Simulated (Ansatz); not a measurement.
Fields on a plane of SnSe2 (CdI2 type)

```xyz
3
Lattice="3.7936 0.0000 0.0000 -1.8968 3.2854 0.0000 0.0000 0.0000 5.7438" Properties=species:S:1:pos:R:3 pbc="T T T"
Sn     0.0000     0.0000     0.0000
Se     0.0000     2.1903     1.5854
Se     1.8968     1.0951     4.1584
```

The slice is a (0001) plane (indices of the conventional cell) through the point (0.667, 0.333, 0.724) (fractional), spanned by u = [110] and v = [1 -1 0] in vectors of this cell: u (3.79 Å) and v (6.57 Å, at 90° to u). It covers one period; positions are fractions (u, v).

Atoms on it: Se at (0.00, 0.00); Se at (0.50, 0.50).

All values below come from PBEsol-D3(BJ) (plane waves to 420 eV, PAW, scalar-relativistic; Ansatz, a program for electronic structure). k mesh 10×10×6. Near the nuclei the fields are pseudised (PAW); where an atom keeps semicore shells as valence, they peak there. At this level the bands of SnSe2 touch or barely overlap; measurements give the solid a gap. SnSe2 was relaxed with its symmetry unable to fall.

```
|xxxx##@@@@%%++::..::++%%@@@@##xx|
|xx##@@@@@@%%==::..::==%%@@@@@@##|
|@@@@@@@@%%**--......--**%%@@@@@@|
|@@@@@@%%##==::......::==##%%@@@@|
|%%%%##**==::..........::==**##%%|
|++++==::..................::==++|
|......    ..::::--::::..    ....|
|        ..::==******==::..      |
|      ..--**##%%@@%%##**--..    |
|    ..--**%%@@@@@@@@@@%%**--..  |
|    ::++%%@@@@@@@@@@@@@@%%++::  |
|    --##%%@@@@##xx##@@@@%%##--  |
|  ..==%%@@@@##xxxxxx##@@@@%%==..|
|  ..++%%@@@@xxxxxxxxxx@@@@%%++..|
|..::++%%@@@@##xxxxxx##@@@@%%++::|
|..::==%%@@@@@@##xx##@@@@@@%%==::|
|....--**%%@@@@@@@@@@@@@@%%**--..|
|....::==##%%@@@@@@@@@@%%##==::..|
|......::==**##%%%%%%##**==::....|
|..........::==++++++==::........|
|--::::..    ..........    ..::::|
|****==::..              ..::==**|
|@@%%##**--..          ..--**##%%|
|@@@@@@%%**--..      ..--**%%@@@@|
|@@@@@@@@%%++::      ::++%%@@@@@@|
|xx##@@@@%%##--      --##%%@@@@##|
|xxxx##@@@@%%==..  ..==%%@@@@##xx|
|xxxxxx@@@@%%++..  ..++%%@@@@xxxx|
```
Scale: ten equal steps from 0.02 (start of ' ') to 0.80 (end of '@'), in the order ' .:-=+*#%@'. Values: electron localisation function (ELF). The map has 16 points along u (two characters each, u = 0 at the left) and 28 along v (v = 0 in the bottom row). Points within 0.5 Å of a nucleus are blanked (x), as the pseudised field means little there.

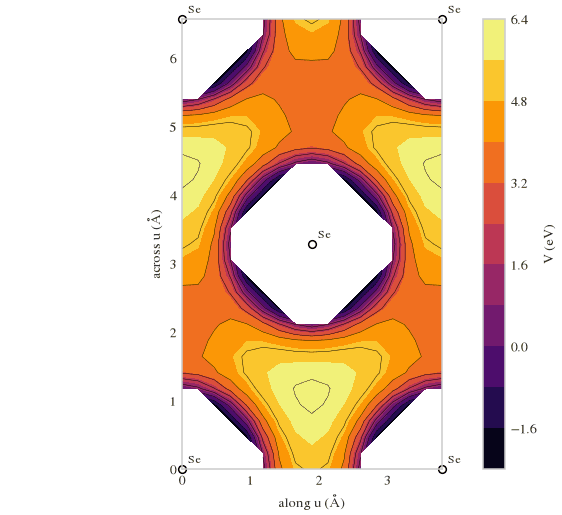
*Electrostatic potential energy of an electron, from the cell's mean, in eV, one period of the plane, atoms marked. Points within 1 Å of a nucleus are left white, as the pseudised field means little there. Values under -2 eV are set to -2. The zero, the cell's mean, hangs on the PAW cores.*
